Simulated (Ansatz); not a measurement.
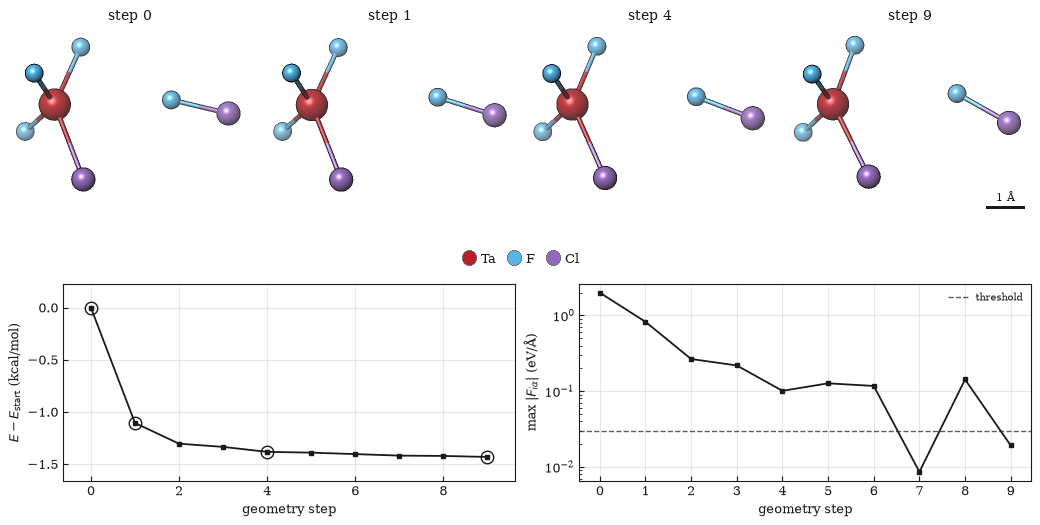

Frames of a relaxation of TaCl₂F₄ (multiplicity 2), marked on the history of the run. Style: ball-and-stick. Shown at a tilt.

The run prepares an end point of a later path (reaction) calculation, from a guessed geometry.

Computed with UHF/def2-SVP in Ansatz. Set-up: collinear spin; force threshold 0.03 eV/Å; at most 50 steps.

> Describe the path.

The energy falls by 1.43 kcal/mol in 9 geometry steps. The largest force component goes from 2 to 0.019 eV/Å. The forces were under the threshold at step 7, but the run went on from there. A Cl atom moves most after the best rigid fit: 0.28 Å. By element the largest moves are Cl 0.28 Å, F 0.25 Å, Ta 0.05 Å. Among the contacts that change: F–Ta 3.133 → 3.348 Å, Cl–F 1.568 → 1.619 Å. From step 0 to 1: an F atom moves most (0.19 Å), energy −1.11 kcal/mol. From step 1 to 4: a Cl atom moves most (0.12 Å), energy −0.28 kcal/mol. From step 4 to 9: a Cl atom moves most (0.17 Å), energy −0.05 kcal/mol.

| step | E − E(0), kcal/mol | largest force component, eV/Å |
| --- | --- | --- |
| 0 | 0.00 | 1.9968 |
| 1 | -1.11 | 0.8236 |
| 2 | -1.30 | 0.2658 |
| 3 | -1.33 | 0.2186 |
| 4 | -1.38 | 0.1010 |
| 5 | -1.39 | 0.1269 |
| 6 | -1.40 | 0.1171 |
| 7 | -1.42 | 0.0086 |
| 8 | -1.42 | 0.1426 |
| 9 | -1.43 | 0.0192 |

Limits of the set-up: the start holds two separate molecules, 2.8 Å apart at their closest, whose relative position is a soft coordinate and is computed without a dispersion correction; Hartree-Fock leaves out electron correlation.
